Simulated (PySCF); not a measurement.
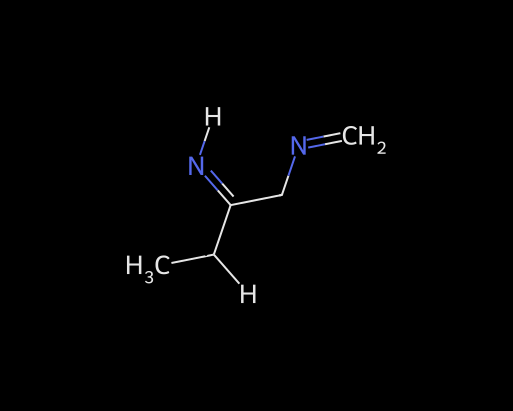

Charge 0, doublet. The geometry was computed by an optimisation with GFN2-xTB. No frequency run is at hand to confirm it as a minimum. Level of theory: UKS B3LYP, pcH-1 on C H N, non-relativistic (PySCF 2.14.0).

What is the ⟨S²⟩ of the determinant?

Answer. 0.770.

What is the isotropic g value?

Answer. 2.00326.
